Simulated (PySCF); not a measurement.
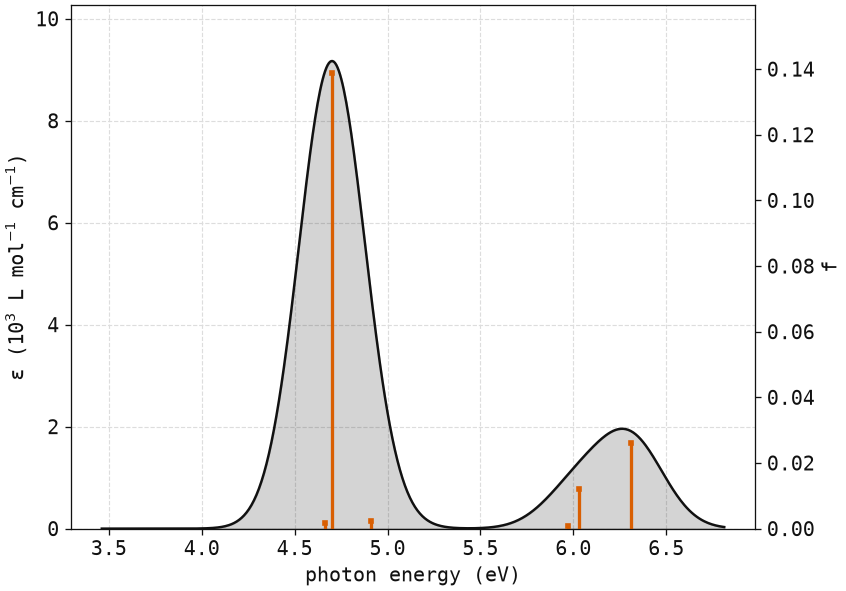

Vertical TDDFT excitations, PBE0/def2-SVPD with PySCF, at a GFN2-xTB geometry (no frequency check), gas phase. The lowest 6 singlet states are shown; each is broadened by a Gaussian of 1/e half-width 0.25 eV. Sticks give oscillator strengths (right axis).

Which molecule gives this spectrum?
A. C₄H₆N₂OSe, SMILES CCOc1cn[se]n1
B. C₆H₈F₃⁺, SMILES C=C[C+](CF)CC(F)F
C. C₅H₆OSe, SMILES OCc1cc[se]c1
D. C₃H₃FO, SMILES C=C(F)C=O

Option A. Its lowest singlet lies at 4.66 eV (f = 0.002) and the brightest of those computed is S2 at 4.70 eV (264 nm), f = 0.139, mainly HOMO → LUMO (93 %) (S1 lies within 0.06 eV, too close to order).

Known limits of this run: the tight-binding geometry is rougher than a DFT one and adds to the error; spin-orbit coupling is left out, and with Se it can shift these levels and split any degenerate set; one conformer of a flexible molecule; core orbitals are frozen in the response.
